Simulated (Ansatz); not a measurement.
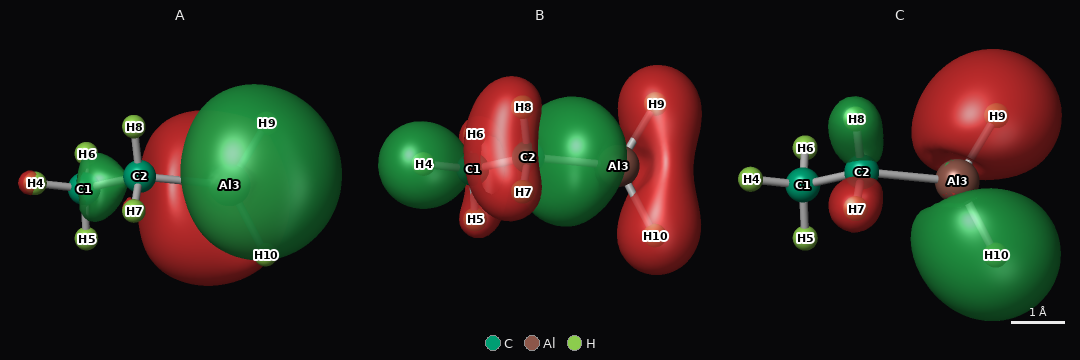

Figure 1: C₂H₇Al (SMILES C[CH2][AlH2]). Three frontier orbitals at ±0.08 Å⁻³ᐟ² (green and red are the two phases), in no order.

Theory: RKS B3LYP/def2-SVP (Ansatz 0.2.0).

```yaml
atoms:
  - { symbol: C, position_ang: [-1.0594, 0.3602, -0.6790] }
  - { symbol: C, position_ang: [-0.0793, -0.6748, -0.0829] }
  - { symbol: Al, position_ang: [1.4250, 0.1137, 0.9261] }
  - { symbol: H, position_ang: [-1.8806, -0.1242, -1.2345] }
  - { symbol: H, position_ang: [-0.5603, 1.0457, -1.3855] }
  - { symbol: H, position_ang: [-1.5294, 0.9840, 0.1008] }
  - { symbol: H, position_ang: [0.3269, -1.3029, -0.8972] }
  - { symbol: H, position_ang: [-0.6348, -1.3633, 0.5805] }
  - { symbol: H, position_ang: [1.2998, 0.3929, 2.4880] }
  - { symbol: H, position_ang: [2.7751, 0.5175, 0.1865] }
```

Which picture is the HOMO−1, the HOMO and the LUMO?

C is the HOMO−1 (−8.00 eV). It lies mainly on Al3 (about 35 %), H9 (about 30 %) and H10 (about 30 %). B is the HOMO (−7.29 eV). Its weight (Hirshfeld) is mainly on C2 (about 40 %), Al3 (about 20 %), C1 (about 10 %), H9 (about 5 %) and H10 (about 5 %). A is the LUMO (−1.55 eV). By Hirshfeld shares it lies mainly on Al3 (about 75 %).

What is the HOMO–LUMO gap?

5.74 eV between the orbital energies.
